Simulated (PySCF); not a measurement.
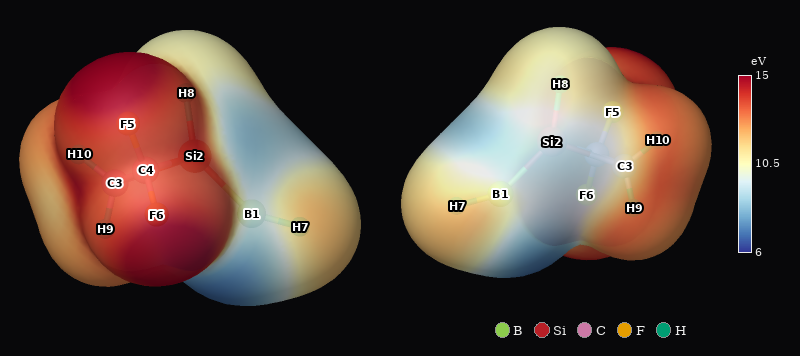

C₂H₄BF₂Si, doublet, SMILES `[BH][SiH]1CC1(F)F`. Average local ionisation energy on the surface of electron density 0.001 a.u. (back view left, front view right).

Computed with PySCF, PBE0/def2-TZVP, geometry: GFN2-xTB. No frequency check shows the geometry to be a minimum. The stability of the open-shell solution wasn't checked. GFN2-xTB doesn't know the spin state, so this open-shell geometry is rough.

Input

```python
import numpy as np
from pyscf import gto, scf, dft
from pyscf.scf import atom_ks, atom_hf
from scipy.linalg import block_diag

def solve(mol, dm0=None, hcore=None):
    mf = (dft.UKS if mol.spin else dft.RKS)(mol, xc='pbe0')
    mf.grids.level = 3
    mf = mf.density_fit(auxbasis='def2-universal-jkfit')
    mf.conv_tol, mf.max_cycle = 1e-8, 80
    if hcore is not None:
        mf.get_hcore = lambda *args: hcore
    mf.kernel(dm0)
    if not mf.converged:
        mf = mf.newton().run(mf.mo_coeff, mf.mo_occ, max_cycle=30)
    assert mf.converged, 'SCF not converged'
    return mf

mol = gto.M(atom='''
B     -2.28423     0.86953     0.12031
Si    -1.11045    -0.55359     0.21435
C      0.24349    -0.64213    -1.18361
C      0.72794     0.09928    -0.01086
F      1.70134    -0.45260     0.74975
F      1.00911     1.41746    -0.13307
H     -3.20740     1.42667     0.53503
H     -0.89875    -1.82739     0.92285
H      0.10682    -0.04346    -2.07059
H      0.74426    -1.57986    -1.37301
''', basis='def2-tzvp', charge=0, spin=1, verbose=4)
mf = solve(mol)
mf.analyze()
# spherically averaged free atoms, for the promolecule
atm = atom_ks.get_atm_nrks(mol, xc='pbe0')
pro = block_diag(*[(atm[a[0]][2] * atm[a[0]][3]) @ atm[a[0]][2].T for a in mol._atom])
np.savez('result.npz', e=mf.e_tot, c=mf.mo_coeff, occ=mf.mo_occ, eps=mf.mo_energy, pro=pro, dip=mf.dip_moment(verbose=0), s2=mf.spin_square()[0])
```

Command:

```sh
OMP_NUM_THREADS=1 python input.py
```

The run took 49 s on 1 thread of Intel(R) Xeon(R) Platinum 8488C (Sapphire Rapids), with other jobs on the host, peak memory 0.83 GiB.

Partitions, critical points and surface values were worked out afterwards from this run's density.

Question: Locate the minima of the map.

Answer: The lowest value is 6.9 eV, 2.2 Å from B1. Further minima include 8.3 eV, off the Si2–C4 bond (2.3 to 2.5 Å from its atoms); 8.5 eV, off the B1–H7 bond (2.2 to 2.3 Å from its atoms); 8.8 eV, 2.2 Å from Si2. For comparison, the highest occupied orbital lies at −6.2 eV.
